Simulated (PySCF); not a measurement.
# Two runs on C$_{2}$H$_{8}$AlAsS

System: C$_{2}$H$_{8}$AlAsS, SMILES C[S][AlH][AsH]C.
Method of the first run: TDDFT HF/def2-SVPD, vertical, gas phase, core orbitals frozen in the response (PySCF 2.14.0).

The geometry comes from this level: PBE0-D3(BJ)/def2-SVP. Text and figures count atoms from 1; the logs count them from 0 in places.

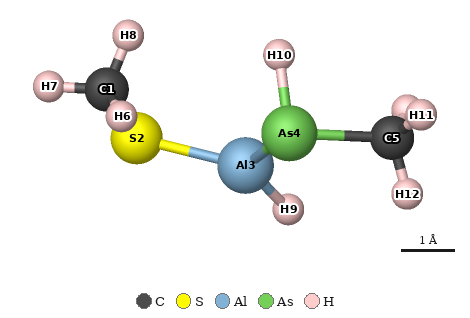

The input geometry (ball-and-stick view, seen at a tilt; atoms are numbered from 1 in the order of the input). Sticks mark near contacts.

### Input, the first run
```
{"job": {"kind": "uv", "xc": "HF", "basis": "def2-SVPD", "ip": true}, "charge": 0, "multiplicity": 1}
C     -2.805446    -0.029893     0.157610
S     -2.218310    -0.291550    -1.554433
Al    -0.059719    -0.483439    -1.305958
As     0.844254    -0.438308     0.949620
C      2.717733     0.028829     0.484878
H     -2.343129    -0.734049     0.863289
H     -3.890676    -0.197323     0.157072
H     -2.607822     0.999355     0.486688
H      0.785010    -0.731924    -2.627858
H      0.333949     0.990209     1.142169
H      3.251240     0.283663     1.411083
H      3.193658    -0.859949     0.047197
H      2.805046     0.863776    -0.221747
```

The first line tells a small driver script what to run in PySCF; the rest is the geometry in Å.

Command:
```bash
OMP_NUM_THREADS=1 python <driver script> task.json out
```

Hardware: 1 CPU thread, shared host.

### Output (the first run)
```
final grid: 102104 points
cycle   1  E = -2953.4924592915  dE = -5.791e-01  |g| = 3.842e-01  |ddm| = 3.813e+00
cycle   2  E = -2953.5513870025  dE = -5.893e-02  |g| = 1.603e-01  |ddm| = 7.486e-01
cycle   3  E = -2953.5597620408  dE = -8.375e-03  |g| = 4.662e-02  |ddm| = 3.386e-01
cycle   4  E = -2953.5609956538  dE = -1.234e-03  |g| = 8.376e-03  |ddm| = 1.305e-01
cycle   5  E = -2953.5610472139  dE = -5.156e-05  |g| = 3.186e-03  |ddm| = 2.739e-02
cycle   6  E = -2953.5610553692  dE = -8.155e-06  |g| = 1.001e-03  |ddm| = 1.078e-02
cycle   7  E = -2953.5610563445  dE = -9.753e-07  |g| = 2.480e-04  |ddm| = 4.201e-03
cycle   8  E = -2953.5610564019  dE = -5.735e-08  |g| = 7.321e-05  |ddm| = 1.023e-03
cycle   9  E = -2953.5610564061  dE = -4.230e-09  |g| = 2.572e-05  |ddm| = 2.387e-04
cycle  10  E = -2953.5610564068  dE = -6.239e-10  |g| = 8.146e-06  |ddm| = 1.040e-04
converged SCF energy = -2953.5610564068

Static polarisability (au): isotropic 104.315, principal 81.756 105.474 125.713

Singlet excitations
state   eV       nm        f      main configurations
  1   5.2626    235.6   0.01612   H->L 0.80
  2   5.7514    215.6   0.09120   H->L+1 0.33, H->L+2 0.32
  3   6.2557    198.2   0.06186   H-1->L 0.79
  4   6.4150    193.3   0.04248   H->L+3 0.22, H-1->L+3 0.18, H->L+1 0.14
  5   6.5526    189.2   0.09346   H-1->L+3 0.24, H->L+1 0.10, H->L+3 0.09
  6   6.7991    182.4   0.01542   H-2->L 0.40, H-3->L 0.31
  7   7.0314    176.3   0.07124   H-1->L+1 0.23, H-1->L+2 0.17, H-2->L 0.17
  8   7.1029    174.6   0.09448   H->L+7 0.15, H-3->L 0.14, H->L+2 0.09
  9   7.2826    170.2   0.20971   H-3->L 0.37, H-2->L 0.22
 10   7.6669    161.7   0.07832   H-2->L+1 0.33

Triplet excitations (Tamm-Dancoff, eV): 4.4067 4.9086 5.2225 5.6244
Vertical ionisation energy (delta-SCF) = 7.8586 eV
```

For the second run the input was changed thus:
```diff
-"xc": "HF"
+"xc": "LDA"
```

How does the second run compare with the first run?

The total energies belong to different methods, so their difference says nothing on which is more stable or more accurate. The HOMO goes from −9.03 to −5.85 eV. The LUMO goes from 1.43 to −2.21 eV. The dipole moment goes from 1.69 to 1.64 D. The lowest excitation goes from 5.26 to 3.87 eV. The strongest computed line goes from 7.28 to 4.37 eV. The method changes from HF to LDA. Exact exchange removes part of the self-interaction error of semilocal functionals, which pushes filled and empty levels apart. The SCF takes 12 iterations against 10.

### Output (the second run)
```
coarse grid: 50136 points
cycle   1  E = -2950.4890024180  dE = -6.945e-01  |g| = 5.620e-01  |ddm| = 4.217e+00
cycle   2  E = -2950.3447031623  dE =  1.443e-01  |g| = 8.688e-01  |ddm| = 1.738e+00
cycle   3  E = -2950.5589752375  dE = -2.143e-01  |g| = 1.720e-01  |ddm| = 1.197e+00
cycle   4  E = -2950.5686943400  dE = -9.719e-03  |g| = 2.962e-02  |ddm| = 3.007e-01
cycle   5  E = -2950.5689297843  dE = -2.354e-04  |g| = 1.615e-02  |ddm| = 6.969e-02
cycle   6  E = -2950.5690063132  dE = -7.653e-05  |g| = 4.144e-03  |ddm| = 2.588e-02
cycle   7  E = -2950.5690124006  dE = -6.087e-06  |g| = 8.813e-04  |ddm| = 7.139e-03
final grid: 102104 points
cycle   8  E = -2950.5689254070  dE =  3.409e-07  |g| = 1.436e-03  |ddm| = 7.411e-03
cycle   9  E = -2950.5689237508  dE =  1.656e-06  |g| = 2.620e-03  |ddm| = 6.058e-03
cycle  10  E = -2950.5689260923  dE = -2.341e-06  |g| = 3.003e-04  |ddm| = 3.762e-03
cycle  11  E = -2950.5689261157  dE = -2.339e-08  |g| = 2.873e-05  |ddm| = 3.844e-04
cycle  12  E = -2950.5689261159  dE = -2.256e-10  |g| = 8.634e-06  |ddm| = 5.532e-05
converged SCF energy = -2950.5689261159

Static polarisability (au): isotropic 118.124, principal 88.490 117.329 148.554

Singlet excitations
state   eV       nm        f      main configurations
  1   3.8740    320.0   0.01561   H->L 0.95
  2   4.3728    283.5   0.05645   H-1->L 0.91
  3   4.7939    258.6   0.05092   H->L+1 0.80, H-1->L+1 0.12
  4   4.8871    253.7   0.00530   H-2->L 0.52, H-1->L+1 0.27, H->L+2 0.20
  5   4.9332    251.3   0.03135   H->L+2 0.68, H-1->L+1 0.13
  6   4.9780    249.1   0.01974   H-1->L+1 0.37, H-2->L 0.35, H-1->L+2 0.09
  7   5.1191    242.2   0.02535   H-1->L+2 0.83, H-1->L+1 0.09
  8   5.2957    234.1   0.00645   H->L+3 0.77, H-3->L 0.21
  9   5.3274    232.7   0.00491   H-3->L 0.73, H->L+3 0.21
 10   5.6869    218.0   0.02552   H-1->L+3 0.87

Triplet excitations (Tamm-Dancoff, eV): 3.4844 3.6970 4.4436 4.6329
Vertical ionisation energy (delta-SCF) = 8.5688 eV
Vertical electron affinity (delta-SCF) = 0.0041 eV
```

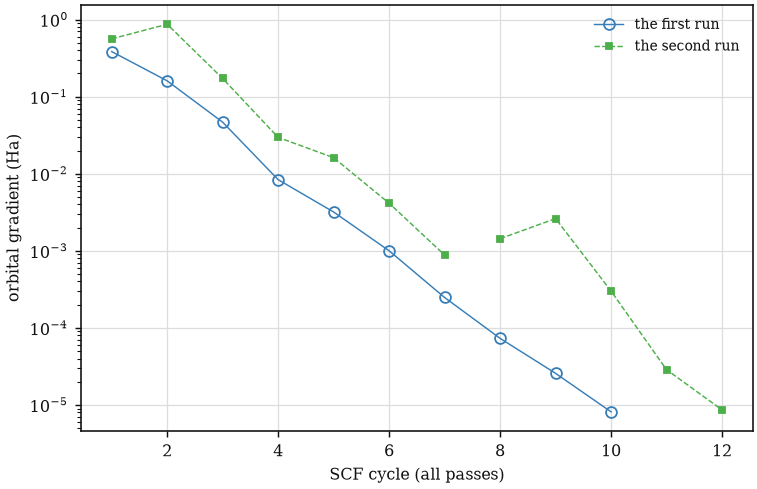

Convergence of the two runs: orbital gradient against the SCF cycle. A break in a curve parts two SCF passes (coarse and final grid). The first run takes 10 cycles in all, and the second run takes 12.

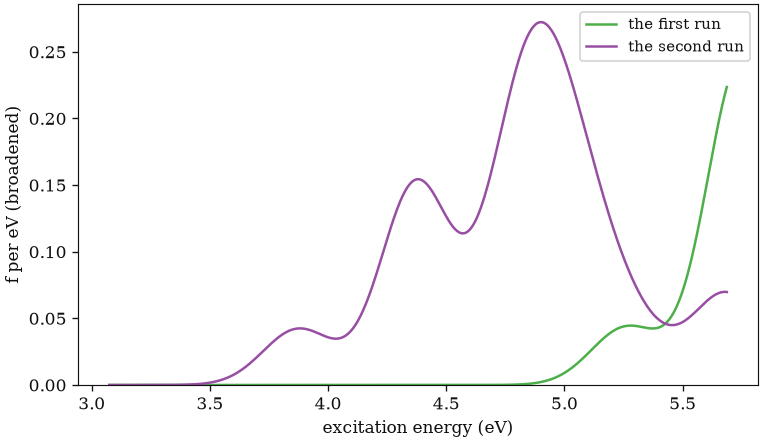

Absorption of the two runs from their computed states, each broadened by a Gaussian of 0.35 eV full width; the range ends where the shorter list of states ends.

### The two runs side by side

```tsv
quantity	the first run	the second run
outcome	converged	converged
total energy (hartree)	−2953.561056	−2950.568926
HOMO (eV)	−9.03	−5.85
LUMO (eV)	1.43	−2.21
dipole moment (D)	1.69	1.64
lowest excitation (eV)	5.26	3.87
SCF iterations	10	12
strongest computed line (eV)	7.28	4.37
basis functions	193	193
wall time (shared host)	32 s	2 min
```

For both runs: Spin–orbit coupling is left out, which matters for the heavy atoms.
